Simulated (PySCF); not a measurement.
## Electronic structure of C6H16OSSi in real space

```
atom    x (Å)    y (Å)    z (Å)
   C   3.3752  -0.4706   0.5936
   C   1.8908  -0.8135   0.6574
   C   0.9795   0.2904   0.1140
   C   1.2072   0.5266  -1.3804
  Si  -0.8475  -0.1236   0.4661
   O  -1.9063   0.9581  -0.1269
   C  -2.0084   2.3148   0.1990
   S  -1.3597  -1.9231  -0.5613
   C  -3.1730  -1.8808  -0.4194
   H   3.9583  -1.2454   1.0864
   H   3.5709   0.4759   1.0944
   H   3.7181  -0.3947  -0.4346
   H   1.6230  -1.0091   1.6982
   H   1.7013  -1.7298   0.0954
   H   1.2267   1.2172   0.6460
   H   0.5110   1.2706  -1.7638
   H   2.2173   0.8818  -1.5736
   H   1.0528  -0.3991  -1.9309
   H  -1.0734  -0.2952   1.9065
   H  -2.7985   2.7465  -0.4150
   H  -2.2603   2.4372   1.2541
   H  -1.0692   2.8342   0.0007
   H  -3.5540  -2.7055  -1.0115
   H  -3.5359  -0.9356  -0.8057
   H  -3.4568  -2.0030   0.6207
```

Geometry: GFN2-xTB.

These are results of PBE0/pcSseg-1, SCF density, gas phase, non-relativistic (PySCF 2.14.0), not measurements.

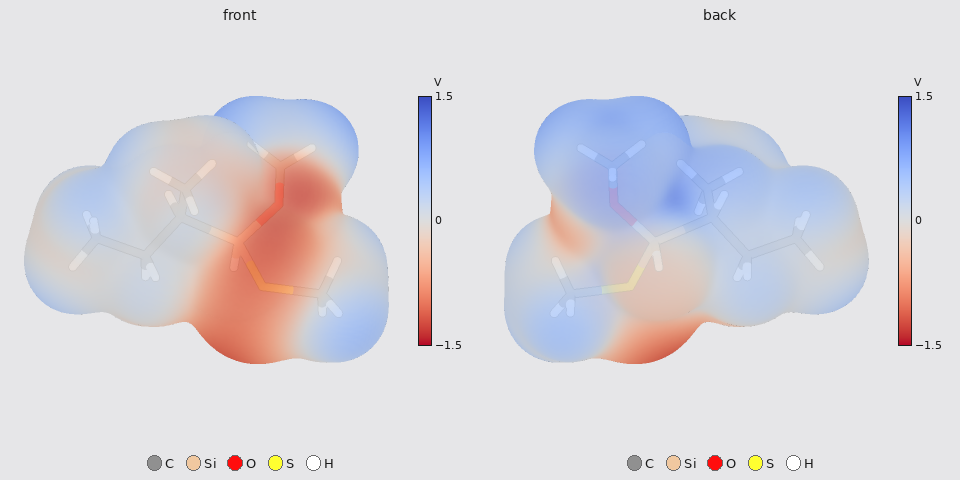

Figure 1. The electrostatic potential painted on the density surface at 0.001 e/bohr³, seen from the front and from behind; red is negative and blue positive.

> Describe the electrostatic potential map.

The most negative region (about −1.1 V) lies over O6 and S8, the most positive (about +0.8 V) over Si5 and C7.

> How polar is the molecule by this calculation?

Its dipole moment is 2.40 D.

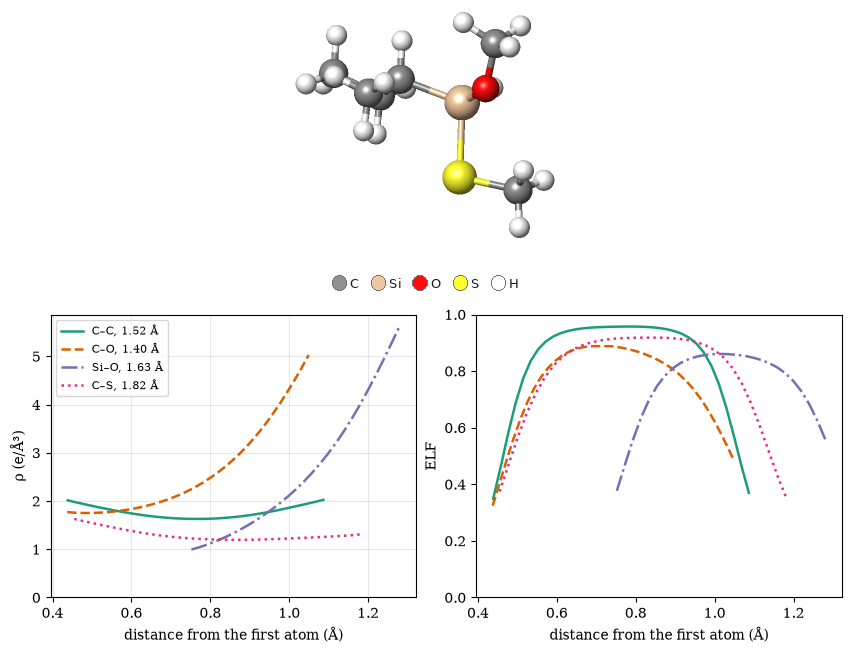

Figure 2. Total electron density and electron localisation function along straight lines between neighbouring atoms. The curves leave out the atomic cores. The structure is drawn too.

> What can be read from the curves?

C–C (1.52 Å): ρ at the midpoint is about 1.6 e/Å³; the ELF peaks at about 0.95 between the atoms, as expected for a shared electron pair.
C–O (1.40 Å): the density is about 2.1 e/Å³ at the midpoint, with its minimum of 1.8 e/Å³ about 0.5 Å from C; the ELF peaks at about 0.90 between the atoms; a shared but strongly polarised pair.
Si–O (1.63 Å): ρ at the midpoint is about 1.2 e/Å³; the ELF peaks at about 0.85 between the atoms: a short, strongly polar bond.
C–S (1.82 Å): the density is about 1.2 e/Å³ at the midpoint; the ELF peaks at about 0.90 between the atoms (a covalent bond).
